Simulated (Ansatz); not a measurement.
# wB97X/def2-SVP run of C4H5NS (2-methylthiazole)

Aim: the electronic atomisation energy of C4H5NS (2-methylthiazole) at wB97X/def2-SVP, from 5 runs. 

The calculation is run with Ansatz 0.2.0.

65 further runs of the same task are left out: 65 set aside as unsound or not needed. Runs told in other sessions of the task aren't counted.

### 1 The structure to begin with

The species is C4H5NS (11 atoms), meant as a singlet with charge 0. As SMILES, `Cc1nccs1`. Geometry: relaxed at PBE0-D4/def2-TZVP.

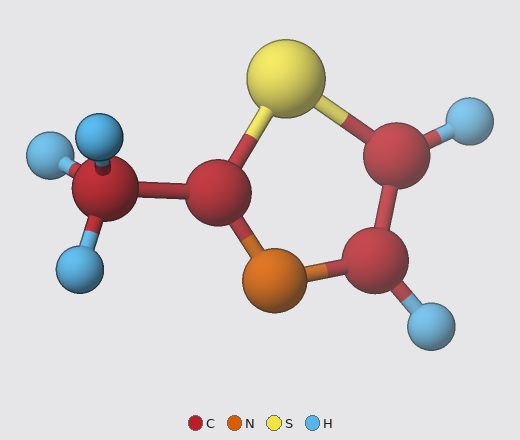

Viewed from a chosen angle; carbon red, nitrogen orange, sulfur yellow, hydrogen blue.

### 2 A single-point energy at wB97X/def2-SVP

The input, job.yaml:

```yaml
crystal:
  periodic: [false, false, false]
  atoms:
    - {symbol: C, position_ang: [-0.662820, -0.761290, 1.669770]}
    - {symbol: C, position_ang: [-0.182070, -0.172140, 0.391880]}
    - {symbol: "N", position_ang: [1.032700, -0.281240, -0.051200]}
    - {symbol: C, position_ang: [1.184750, 0.360790, -1.245280]}
    - {symbol: C, position_ang: [0.075600, 0.974170, -1.733310]}
    - {symbol: S, position_ang: [-1.221940, 0.738440, -0.648830]}
    - {symbol: H, position_ang: [0.162760, -1.299910, 2.133190]}
    - {symbol: H, position_ang: [-1.489240, -1.456320, 1.504480]}
    - {symbol: H, position_ang: [-1.010630, 0.011020, 2.359900]}
    - {symbol: H, position_ang: [2.150510, 0.351810, -1.733010]}
    - {symbol: H, position_ang: [-0.039610, 1.534670, -2.647590]}
basis:
  gaussian:
    orbitals: def2-SVP
accuracy: high
hamiltonian:
  xc: {name: wB97X}
output: {orbitals: {seedname: orbitals}}
```

Launch:

```console
$ ansatz run job.yaml --threads 1 --pin off --max-ram 3480MiB --events-out events.jsonl --progress --plain --runs-dir runs
```

The log of the run:

```text
Warning: RAYON_NUM_THREADS=1 ignored (pool sized by the plan → 1); use --threads N
Functional definition: wB97X
  name "wB97X"
  parameter omega = 0.3/bohr
  parameter cx = 0.157706
  parameter cx1 = 0.726479
  parameter cx2 = 1.04760
  parameter cx3 = -5.70635
  parameter cx4 = 13.2794
  parameter css1 = -4.33879
  parameter css2 = 18.2308
  parameter css3 = -31.7430
  parameter css4 = 17.2901
  parameter cos1 = 2.37031
  parameter cos2 = -11.3995
  parameter cos3 = 6.58405
  parameter cos4 = -3.78132
  exchange = spin_sum(e_x_unif_sr(omega)*poly(b97_u_x, 1 - cx, cx1, cx2, cx3, cx4)) + cx*exact_x_sr(omega)
      + exact_x_lr(omega)
  correlation = spin_sum(e_c_pw_same_spin*poly(b97_u_same, 1, css1, css2, css3, css4))
      + integral(e_c_pw_opposite_spin*poly(b97_u_opposite, 1, cos1, cos2, cos3, cos4))
2739 factors; integrals over basis functions are off by at most 8.0e-9 eV
405 factors; integrals over basis functions are off by at most 2.1e-9 eV
mean field evaluation 1: about -16540.9939 eV, gradient 4.1e1 eV
mean field evaluation 2: about -16541.0827 eV, gradient 4.3e1 eV
mean field evaluation 4: about -16545.1898 eV, gradient 2.2e0 eV
mean field evaluation 8: about -16545.4339 eV, gradient 2.4e-1 eV
mean field evaluation 16: about -16545.4341 eV, gradient 6.5e-4 eV
mean field -16545.43414253 eV, -608.0334898397 hartree, gradient 3.8e-8 eV, S^2 0.000000; 0 other end points of the search recorded, 0 dependent functions left out
reference -16545.43413962 eV, -608.0334897329 hartree; 26, 26 occupied and 87, 87 virtual orbitals, 2739 factors
Total energy: -16545.43413962 eV, -608.0334897329 hartree
```

Run time: 57 s. Hardware: 1 thread of Arm Neoverse V1, shared host; peak memory 0.73 GiB.

### 3 The C atom at the same level

The input, molecule.yaml:

```yaml
crystal:
  periodic: [false, false, false]
  atoms:
    - {symbol: C, position_ang: [0.000000, 0.000000, 0.000000]}
basis:
  gaussian:
    orbitals: def2-SVP
magnetization:
  spin_polarized: true
  initial_magnetization: 2
hamiltonian:
  xc: {name: wB97X}
accuracy: high
```

Launch:

```console
$ ansatz run molecule.yaml --threads 1 --pin off --max-ram 3480MiB --events-out events.jsonl --progress --plain --runs-dir runs
```

The log of the run, shortened:

```text
Warning: RAYON_NUM_THREADS=1 ignored (pool sized by the plan → 1); use --threads N
[... 2 set-up lines as earlier in the session ...]
[...]
      + exact_x_lr(omega)
[...]
      + integral(e_c_pw_opposite_spin*poly(b97_u_opposite, 1, cos1, cos2, cos3, cos4))
95 factors; integrals over basis functions are off by at most 1.9e-9 eV
55 factors; integrals over basis functions are off by at most 1.8e-9 eV
[...]
mean field -1028.63777688 eV, -37.8017410646 hartree, gradient 3.8e-9 eV, S^2 2.005190; 0 other end points of the search recorded, 0 dependent functions left out
reference -1028.63777587 eV, -37.8017410274 hartree; 4, 2 occupied and 10, 12 virtual orbitals, 95 factors
Total energy: -1028.63777587 eV, -37.8017410274 hartree
```

Wall time 1.3 s (1 thread of Arm Neoverse V1, shared host); peak memory 0.13 GiB.

### 4 The H atom at the same level

The input, input.yaml:

```yaml
crystal:
  periodic: [false, false, false]
  atoms:
    - {symbol: H, position_ang: [0.000000, 0.000000, 0.000000]}
basis:
  gaussian:
    orbitals: def2-SVP
magnetization:
  spin_polarized: true
  initial_magnetization: 1
hamiltonian:
  xc: {name: wB97X}
accuracy: high
```

Run the same way, it converges to -0.50060 Eh (log not shown).

### 5 The N atom, same level

The input, run.yaml:

```yaml
crystal:
  periodic: [false, false, false]
  atoms:
    - symbol: N
      position_ang: [0.000000, 0.000000, 0.000000]
basis:
  gaussian:
    orbitals: def2-SVP
magnetization:
  spin_polarized: true
  initial_magnetization: 3
hamiltonian:
  xc: {name: wB97X}
accuracy: high
```

Run the same way, it converges to -54.52704 Eh (log not shown).

### 6 The S atom

The input, input.yaml:

```yaml
crystal:
  periodic: [false, false, false]
  atoms:
    - symbol: S
      position_ang: [0.000000, 0.000000, 0.000000]
basis:
  gaussian: {orbitals: def2-SVP}
magnetization: {spin_polarized: true, initial_magnetization: 2}
hamiltonian: {xc: {name: wB97X}}
accuracy: high
```

Run the same way, it converges to -397.97340 Eh (log not shown).

### 7 What came out

Level: wB97X/def2-SVP.

| quantity | value |
| --- | --- |
| molecule: total energy | -608.03349 Eh |
| molecule: HOMO energy | -9.23 eV |
| molecule: LUMO energy | 1.63 eV |
| molecule: HOMO–LUMO gap | 10.86 eV |
| C atom: total energy | -37.80174 Eh |
| C atom: ⟨S²⟩ | 2.005 |
| H atom: total energy | -0.50060 Eh |
| H atom: ⟨S²⟩ | 0.750 |
| N atom: total energy | -54.52704 Eh |
| N atom: ⟨S²⟩ | 3.756 |
| S atom: total energy | -397.97340 Eh |
| S atom: ⟨S²⟩ | 2.003 |
| electronic atomisation energy | 49.608 eV |

In words: Taking the molecule apart into free atoms costs 49.61 eV (1144 kcal/mol), before zero-point energy and without spin-orbit coupling.
